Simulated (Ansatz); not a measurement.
# HSE06/STO-3G run of N2 (nitrogen)

What is the energy change on altering one bond length of N2 (nitrogen) at HSE06/STO-3G? 

The results are computed with Ansatz 0.2.0.

29 further runs of the same task are left out: 15 that didn't finish, 14 set aside as unsound or not needed.

## Step 1: The system as given

N2 has 2 atoms, charge 0, and is taken as a singlet. As SMILES, `N#N`. Geometry: relaxed at PBE0-D4/def2-TZVP.

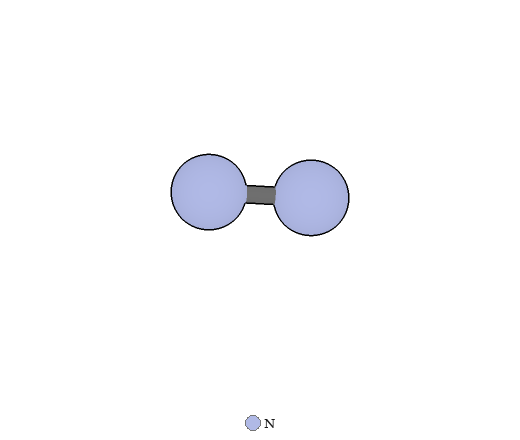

Viewed from a chosen angle; nitrogen light blue.

## Step 2: The energy at HSE06/STO-3G

run.yaml

```yaml
crystal:
  periodic: [false, false, false]
  atoms:
    - {symbol: N, position_ang: [0.465500, -0.150300, 0.239800]}
    - {symbol: "N", position_ang: [-0.465500, 0.150300, -0.239800]}
basis:
  gaussian:
    orbitals: STO-3G
hamiltonian:
  xc: {name: HSE06}
accuracy: high
```

The run is started by

```
ansatz run run.yaml --threads 1 --pin off --max-ram 2610MiB --events-out events.jsonl --progress --plain --runs-dir runs
```

The log of the run:

```text
Warning: RAYON_NUM_THREADS=1 ignored (pool sized by the plan → 1); use --threads N
Functional definition: HSE06
  name "HSE06"
  parameter a = 0.25
  parameter omega = 0.11/bohr
  exchange = pbe_x - a*pbe_x_sr(omega) + a*exact_x_sr(omega)
  correlation = pbe_c
150 factors; integrals over basis functions are off by at most 1.5e-8 eV
35 factors; integrals over basis functions are off by at most 3.5e-10 eV
mean field evaluation 1: about -2936.8739 eV, gradient 4.2e0 eV
mean field evaluation 2: about -2936.9229 eV, gradient 1.6e-1 eV
mean field evaluation 4: about -2936.8870 eV, gradient 1.6e-1 eV
mean field evaluation 8: about -2936.8870 eV, gradient 4.6e-6 eV
mean field -2936.88700807 eV, -107.9286068530 hartree, gradient 1.2e-9 eV, S^2 0.000000; 0 other end points of the search recorded, 0 dependent functions left out
reference -2936.88700890 eV, -107.9286068834 hartree; 7, 7 occupied and 3, 3 virtual orbitals, 150 factors
Total energy: -2936.88700890 eV, -107.9286068834 hartree
```

Run time: 0.36 s. Hardware: 1 thread of Intel Xeon Platinum 8375C at 2.90GHz (Ice Lake), shared host.

## Step 3: The distorted shape

input.yaml

```yaml
basis:
  gaussian: {orbitals: STO-3G}
crystal:
  periodic: [false, false, false]
  atoms:
    - {symbol: N, position_ang: [0.698209, -0.225437, 0.359679]}
    - {symbol: N, position_ang: [-0.465500, 0.150300, -0.239800]}
total_charge: 0
hamiltonian: {xc: {name: HSE06}}
accuracy: high
```

The run is started by

```
ansatz run input.yaml --threads 1 --pin off --max-ram 2610MiB --events-out events.jsonl --progress --plain --runs-dir runs
```

The log of the run:

```text
Warning: RAYON_NUM_THREADS=1 ignored (pool sized by the plan → 1); use --threads N
[... 6 set-up lines as earlier in the session ...]
149 factors; integrals over basis functions are off by at most 1.1e-8 eV
36 factors; integrals over basis functions are off by at most 2.9e-10 eV
mean field evaluation 1: about -2935.8697 eV, gradient 3.8e0 eV
mean field evaluation 2: about -2935.9245 eV, gradient 3.4e-1 eV
mean field evaluation 4: about -2935.8667 eV, gradient 2.6e-1 eV
mean field evaluation 8: about -2935.8670 eV, gradient 9.1e-4 eV
mean field -2935.86697399 eV, -107.8911212922 hartree, gradient 1.3e-8 eV, S^2 0.000000; 0 other end points of the search recorded, 0 dependent functions left out
reference -2935.86697487 eV, -107.8911213244 hartree; 7, 7 occupied and 3, 3 virtual orbitals, 149 factors
Total energy: -2935.86697487 eV, -107.8911213244 hartree
```

Wall time 0.36 s (1 thread of Intel Xeon Platinum 8375C at 2.90GHz (Ice Lake), shared host).

## Step 4: Outcome

Level: HSE06/STO-3G.

| quantity | value |
| --- | --- |
| first shape: total energy | -107.92861 Eh |
| distorted shape: total energy | -107.89112 Eh |
| energy change with the N1–N2 bond stretched from 1.090 to 1.362 Å | 1.020 eV |

In words: With the N1–N2 bond stretched from 1.090 to 1.362 Å the energy rises by 1.02 eV (98 kJ/mol). The first shape isn't relaxed at this level, so the change isn't measured from a minimum. The minimal basis adds a large error of its own.
